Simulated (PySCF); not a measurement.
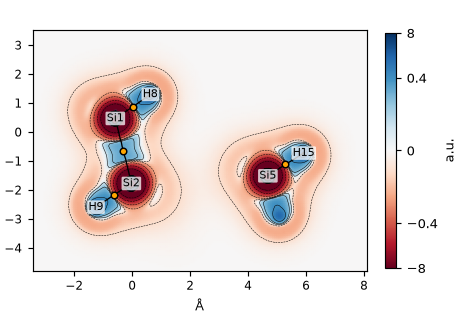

Figure 1: H$_{12}$Si$_{5}$, SMILES `[SiH3][SiH2][SiH2][SiH2][SiH3]`. Negative Laplacian of the density (−∇²ρ) in the plane of Si1, Si2, Si5, H8, H9 and H15 (blue positive, red negative, colour scale in a.u., logarithmic beyond ±0.04), with bond paths and bond critical points (dots).

Level of theory: PBE0/def2-TZVP (PySCF), at a geometry from GFN2-xTB. No frequency check shows the geometry to be a minimum.

The calculation's input:

```python
import numpy as np
from pyscf import gto, scf, dft
from pyscf.scf import atom_ks, atom_hf
from scipy.linalg import block_diag

def solve(mol, dm0=None, hcore=None):
    mf = (dft.UKS if mol.spin else dft.RKS)(mol, xc='pbe0')
    mf.grids.level = 3
    mf = mf.density_fit(auxbasis='def2-universal-jkfit')
    mf.conv_tol, mf.max_cycle = 1e-8, 80
    if hcore is not None:
        mf.get_hcore = lambda *args: hcore
    mf.kernel(dm0)
    if not mf.converged:
        mf = mf.newton().run(mf.mo_coeff, mf.mo_occ, max_cycle=30)
    assert mf.converged, 'SCF not converged'
    return mf

mol = gto.M(atom='''
Si    -2.75485    -1.09787     0.53645
Si    -1.71172     0.35383    -0.92854
Si    -0.00371     1.62498     0.00514
Si     1.70331     0.34555     0.92896
Si     2.76656    -1.08468    -0.54255
H     -3.38855    -0.38073     1.64606
H     -3.79824    -1.93450    -0.05961
H     -1.78163    -2.01549     1.13750
H     -2.71408     1.20341    -1.59137
H     -1.14187    -0.41553    -2.04943
H     -0.58075     2.53630     1.00757
H      0.57081     2.55190    -0.98408
H      1.12322    -0.44197     2.03195
H      2.69661     1.18829     1.61396
H      3.78435    -1.94657     0.06178
H      1.79871    -1.97829    -1.18694
H      3.43718    -0.35225    -1.61994
''', basis='def2-tzvp', charge=0, spin=0, verbose=4)
mf = solve(mol)
mf.analyze()
# spherically averaged free atoms, for the promolecule
atm = atom_ks.get_atm_nrks(mol, xc='pbe0')
pro = block_diag(*[(atm[a[0]][2] * atm[a[0]][3]) @ atm[a[0]][2].T for a in mol._atom])
np.savez('result.npz', e=mf.e_tot, c=mf.mo_coeff, occ=mf.mo_occ, eps=mf.mo_energy, pro=pro, dip=mf.dip_moment(verbose=0), s2=mf.spin_square()[0])
```

Command:

```sh
OMP_NUM_THREADS=1 python input.py
```

The run took 32 s on 1 thread of Intel(R) Xeon(R) Platinum 8488C (Sapphire Rapids), with other jobs on the host, peak memory 1.1 GiB.

Partitions, critical points and surface values were worked out afterwards from this run's density.

**Sort the bonds in the plane by the sign of ∇²ρ at their critical points.**

Concentrated (∇²ρ < 0): Si1–Si2 (−0.17 a.u.). Depleted (∇²ρ > 0): Si5–H15 (+0.20 a.u., H = −0.075); Si1–H8 (+0.20 a.u., H = −0.075); Si2–H9 (+0.19 a.u., H = −0.073). A positive Laplacian with clearly negative H marks a strongly polar covalent bond, whose critical point lies close to the core of the less electronegative atom.
